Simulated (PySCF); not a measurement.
# WNBr3: relaxation and vibrations of the singlet

Aim: relax WNBr3 as a singlet from a tetrahedral start, check by its vibrations whether the end is a minimum, and collect its spectrum and constants.

Computed with PySCF 2.14.0. Level: PBE, basis W def2-SVP with ECP60, N def2-SVP, Br def2-SVP, scalar-relativistic core potentials, no spin–orbit coupling, density fitting.

## (1) Where the work starts

5 atoms, charge 0, spin multiplicity 1.

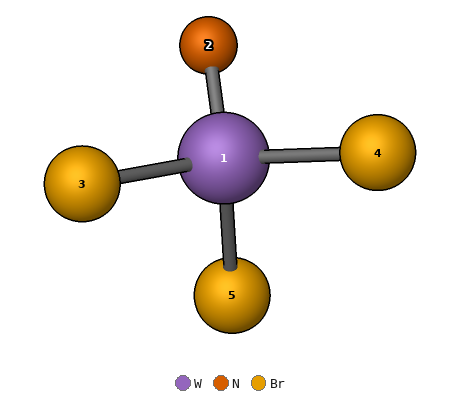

The starting geometry (tungsten purple, nitrogen orange, bromine amber); atoms are numbered from 1 in the order of the file.

Coordinates in bohr (charge 0 multiplicity 1):
```
W     0.0000    0.0000    0.0000
N     0.0000   -2.7775   -1.9636
Br    3.8730    0.0000    2.7382
Br   -3.8730    0.0000    2.7382
Br    0.0000    3.8730   -2.7382
```

## (2) Finding the electronic state

The steps below are one call of a driver around PySCF. For each, scf.py gives the equivalent set-up of the SCF; relaxations use the driver's own optimiser. After this first run the driver tries any further starts and a stability analysis.

scf.py reads:

```python
from pyscf import gto, scf, dft
mol = gto.M(atom='''
W      0.000000     0.000000     0.000000
N     -0.000000    -1.469800    -1.039100
Br     2.049500     0.000000     1.449000
Br    -2.049500     0.000000     1.449000
Br     0.000000     2.049500    -1.449000''',
    basis={'W': 'def2-SVP', 'N': 'def2-SVP', 'Br': 'def2-SVP'},
    ecp={'W': 'def2-SVP'},
    charge=0, spin=0)
mf = dft.RKS(mol, xc='PBE')
mf.grids.atom_grid = (50, 194)
aux = {'W': 'def2-universal-JKFIT', 'N': 'def2-universal-JKFIT', 'Br': 'def2-universal-JKFIT'}
mf = mf.density_fit(auxbasis=aux)
mf.conv_tol = 1e-08
mf.diis_space = 10
mf.max_cycle = 60
mf.init_guess = 'minao'
mf.verbose = 4
mf.kernel()
```

Command:

```
$ OMP_NUM_THREADS=2 python axn.py task.json out
```

Output (excerpt; [...] marks lines left out):

```text
[... the frontier levels of the middle cycles are left out ...]
init E= -7826.8983470215
  HOMO = -0.465779791033426  LUMO = -0.350147385399182  gap/eV = 3.14652
cycle= 1 E= -7842.10743202996  delta_E= -15.2  |g|= 0.933  |ddm|=  7.4
cycle= 2 E= -7836.9963771983  delta_E= 5.11  |g|= 3.46  |ddm|= 4.05
  HOMO = -0.22799763541533  LUMO = -0.12382770520075  gap/eV = 2.83461
cycle= 3 E= -7842.2118674884  delta_E= -5.22  |g|= 0.599  |ddm|= 3.81
cycle= 4 E= -7841.89534876519  delta_E= 0.317  |g|= 1.22  |ddm|= 1.75
cycle= 5 E= -7842.30501259097  delta_E= -0.41  |g|= 0.232  |ddm|=  1.3
cycle= 6 E= -7842.3168452511  delta_E= -0.0118  |g|= 0.0865  |ddm|= 0.243
cycle= 7 E= -7842.31824585372  delta_E= -0.0014  |g|= 0.0281  |ddm|= 0.0581
cycle= 8 E= -7842.31846524847  delta_E= -0.000219  |g|= 0.0137  |ddm|= 0.041
cycle= 9 E= -7842.31851044759  delta_E= -4.52e-05  |g|= 0.00648  |ddm|= 0.0171
cycle= 10 E= -7842.31851958933  delta_E= -9.14e-06  |g|= 0.000774  |ddm|= 0.00443
cycle= 11 E= -7842.31851970309  delta_E= -1.14e-07  |g|= 0.000386  |ddm|= 0.000578
cycle= 12 E= -7842.31851974221  delta_E= -3.91e-08  |g|= 2.58e-05  |ddm|= 0.000345
cycle= 13 E= -7842.31851974232  delta_E= -1.11e-10  |g|= 1.6e-05  |ddm|= 3.67e-05
  HOMO = -0.267030591859063  LUMO = -0.179264710835347  gap/eV = 2.38823
Extra cycle  E= -7842.31851973956  delta_E= 2.76e-09  |g|= 0.000113  |ddm|= 8.93e-05
converged SCF energy = -7842.31851973956
```

This step, with its further starts and checks, took 46 s on 2 threads of AMD EPYC 9R14 (Zen 4), shared host.

Energies from each starting density:

| start | energy (Eh) |
| --- | --- |
| the minimal-basis guess | -7842.318520 |
| a thermally smeared density | -7842.318520 |

The test of internal stability and the other starts found no lower closed-shell solution.

## (3) Relaxation: tetrahedral start, singlet

The program finds C3v symmetry in the start, which this walk keeps.

Edit scf.py of step 2 so:

```diff
@@ -3,5 +3,5 @@
-W      0.000000     0.000000     0.000000
-N     -0.000000    -1.469800    -1.039100
-Br     2.049500     0.000000     1.449000
-Br    -2.049500     0.000000     1.449000
-Br     0.000000     2.049500    -1.449000''',
+W      0.000000    -0.324709    -0.229608
+N     -0.000000    -1.794404    -1.268856
+Br     2.049398    -0.324720     1.219536
+Br    -2.049398    -0.324720     1.219536
+Br     0.000000     1.724701    -1.678735''',
@@ -18 +17,0 @@
-mf.init_guess = 'minao'
```

Steps of the walk:

| step | energy (Eh) | change (kJ/mol) | largest symmetric gradient (Eh/bohr) |
| --- | --- | --- | --- |
| 0 | -7842.318520 | 0.00 | 0.08538 |
| 1 | -7842.337800 | -50.62 | 0.02308 |
| 2 | -7842.340692 | -58.21 | 0.01038 |
| 3 | -7842.341447 | -60.19 | 0.00192 |
| 4 | -7842.341546 | -60.46 | 0.00069 |
| 5 | -7842.341560 | -60.49 | 0.00031 |
| 6 | -7842.341560 | -60.49 | 0.00001 |

The walk took 47 s.

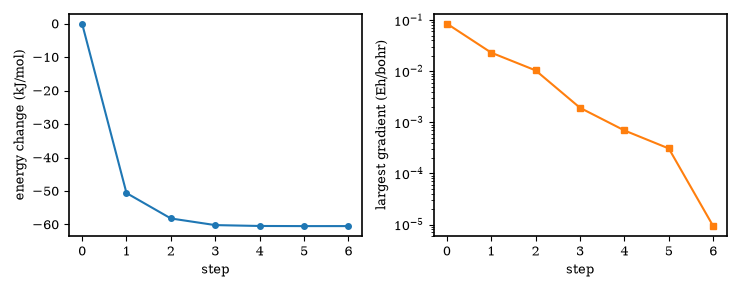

Energy and largest gradient along the walk.

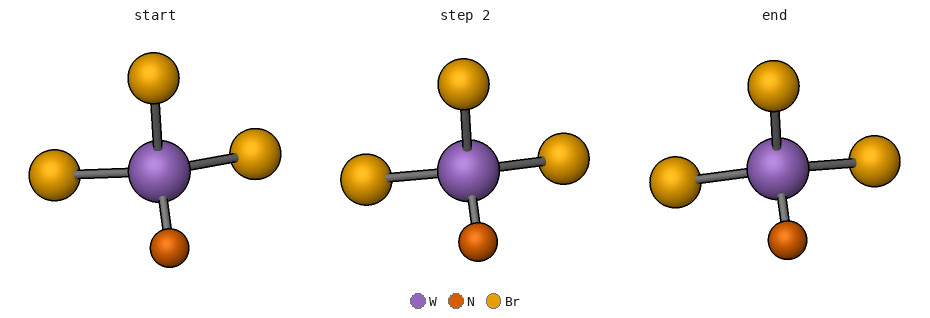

Start and end of the relaxation, with a step between.

After 6 steps and 60.5 kJ/mol it ends at C3v: W–Br 2.422 Å (×3), W–N 1.678 Å; Br–W–Br 114.1° (×3), Br–W–N 104.3° (×3).

## (4) Hessian and properties

The point is checked on the finer grid, and tightened if its gradient asks for it. The Hessian and the dipole derivatives come from central differences of analytic gradients, with steps of 0.02 bohr.

Edit scf.py of step 3 so:

```diff
@@ -3,5 +3,5 @@
-W      0.000000    -0.324709    -0.229608
-N     -0.000000    -1.794404    -1.268856
-Br     2.049398    -0.324720     1.219536
-Br    -2.049398    -0.324720     1.219536
-Br     0.000000     1.724701    -1.678735''',
+W      0.000000    -0.225871    -0.159718
+N      0.000000    -1.596159    -1.128673
+Br     2.030922    -0.407630     1.147845
+Br    -2.030922    -0.407630     1.147845
+Br     0.000000     1.623315    -1.724298''',
@@ -12 +12 @@
-mf.grids.atom_grid = (50, 194)
+mf.grids.atom_grid = (75, 302)
@@ -15 +15 @@
-mf.conv_tol = 1e-08
+mf.conv_tol = 1e-10
```

The driver hands on the density of the step before, so the log starts near convergence.

Log of the central SCF (cycles and frontier levels):

```text
init E= -7842.3417752506
  HOMO = -0.268178655463072  LUMO = -0.160028034508384  gap/eV = 2.94293
cycle= 1 E= -7842.34177525062  delta_E= -1.46e-11  |g|= 6.86e-06  |ddm|= 1.13e-05
  HOMO = -0.268178272940926  LUMO = -0.160028220912195  gap/eV = 2.94291
Extra cycle  E= -7842.3417752504  delta_E= 2.22e-10  |g|= 3.15e-05  |ddm|= 3.38e-05
converged SCF energy = -7842.3417752504
```

The whole step took 1.9 min.

Geometry: C3v; W–Br 2.422 Å (×3), W–N 1.678 Å; Br–W–Br 114.0° (×3), Br–W–N 104.5° (×3).

Harmonic modes (main isotopes):

```tsv
symmetry	ω (cm⁻¹)	IR (km/mol)	μ (u)
e	55	0.0	83.80
a1	91	0.0	86.08
e	232	0.9	18.09
a1	245	1.6	81.04
e	297	65.4	51.55
a1	1105	36.5	14.99
```

No imaginary mode, so this is a minimum.

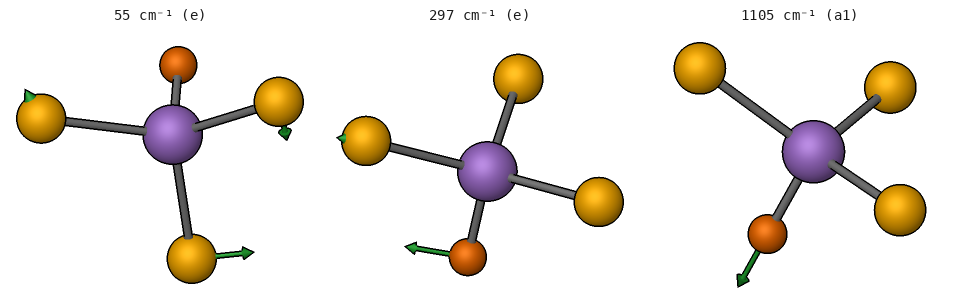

How the atoms move in 3 of the modes.

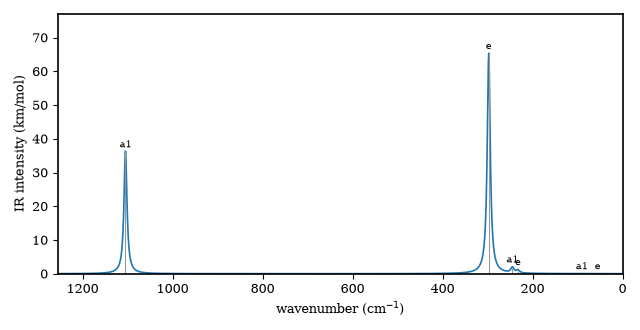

The harmonic infrared spectrum (widths in cm⁻¹). Lines are broadened to a width of 8 cm⁻¹ (Lorentzian).

Properties at this point:

```
Dipole moment                                                   : 2.05 D
Highest occupied level                                          : -7.30 eV
Lowest empty level                                              : -4.35 eV
Rotational constants                                            : 0.02265, 0.02265, 0.01295 cm⁻¹
Zero-point energy                                               : 15.6 kJ/mol
Principal polarisabilities                                      : 75.4, 108.4, 108.4 bohr³
Atomisation energy without zero-point energy                    : 1877 kJ/mol
Principal traceless quadrupole moments about the centre of mass : -7.53, 3.76, 3.76 D Å
Entropy at 298.15 K and 1 bar                                   : 398.0 J/(mol K)
Heat capacity Cp at 298.15 K                                    : 95.6 J/(mol K)
Enthalpy at 298.15 K above 0 K                                  : 22.49 kJ/mol
Rotational symmetry number                                      : 3
```

Charges (e) and bond orders:

```
   atom  Mulliken  Löwdin  polar tensor  Mayer order to W1
     W1      0.59   -0.60          1.35                  –
     N2     -0.16   -0.01         -0.38               2.78
Br3,4,5     -0.14    0.20         -0.32               1.19
```

Mulliken populations on W1 (outside its core potential): s 2.58, p 6.32, d 4.42, f 0.10.

## (5) Summary of results

| quantity | value |
| --- | --- |
| minimum | singlet, C3v |
| geometry | W–Br 2.422 Å (×3), W–N 1.678 Å; Br–W–Br 114.0° (×3), Br–W–N 104.5° (×3) |
| wavenumbers (cm⁻¹) | 55 (e), 91 (a1), 232 (e), 245 (a1), 297 (e), 1105 (a1) |
| dipole moment | 2.05 D |
| highest occupied, lowest empty level | -7.30, -4.35 eV |
| polar-tensor charge of W1 | +1.35 e |
| zero-point energy | 15.6 kJ/mol |
| entropy at 298.15 K | 398.0 J/(mol K) |
| atomisation energy (no zero-point energy) | 1877 kJ/mol |

In words: The molecule stays C3v, as typed, and the end point is a minimum. The strongest infrared band lies at 297 cm⁻¹ (e, mixed). Only this shape and spin were tried, so other structures or states may lie lower. Whether spin polarisation would lower the closed shell was not checked. Spin–orbit coupling, left out here, can matter for elements this heavy.

The search up to here took 3.5 min.
